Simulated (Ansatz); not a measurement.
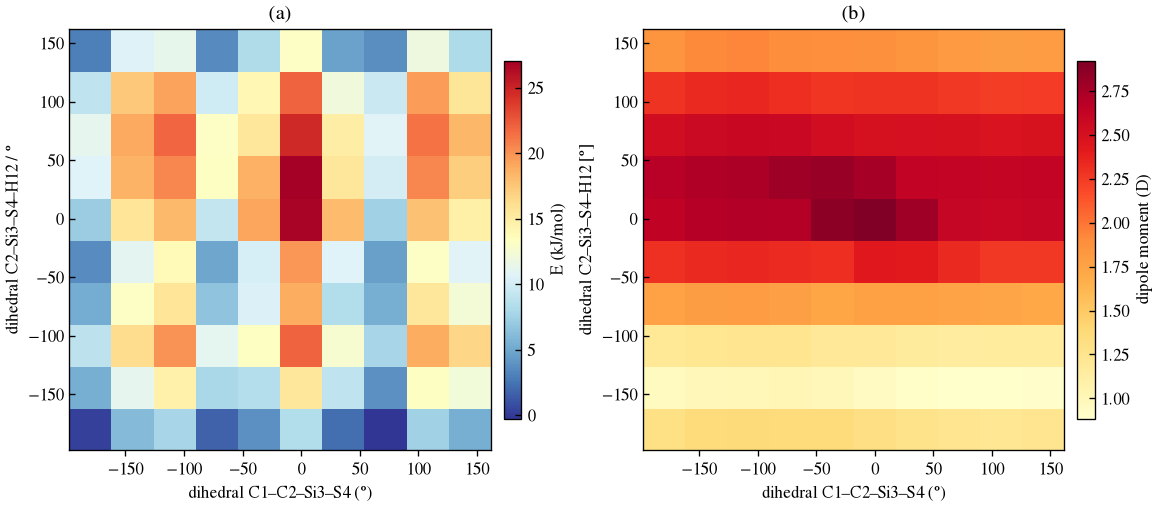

C₂H₇ClSSi, SMILES CC[SiH](S)Cl. First axis: dihedral C1–C2–Si3–S4. Second axis: dihedral C2–Si3–S4–H12. Nothing is relaxed (all other coordinates rigid). The grid has 10 × 10 points. Energies: kJ/mol, counted from the relaxed molecule at the same level. Method: RKS PBE0-D4/def2-SVP (Ansatz 0.2.0).

Panel (a) is the energy; panel (b) is the computed dipole moment, in D.

The picture shows one coloured cell a grid point.

Question: How does the dipole moment vary over the map, and what is it at the lowest grid point?

Answer: Leaving out the highest fifth of the energies, it runs from 0.88 D at dihedral C1–C2–Si3–S4 = 108°, dihedral C2–Si3–S4–H12 = −144° to 2.79 D at dihedral C1–C2–Si3–S4 = −72°, dihedral C2–Si3–S4–H12 = 36°. At the lowest grid point, dihedral C1–C2–Si3–S4 = 72°, dihedral C2–Si3–S4–H12 = −180°, it is 1.24 D.
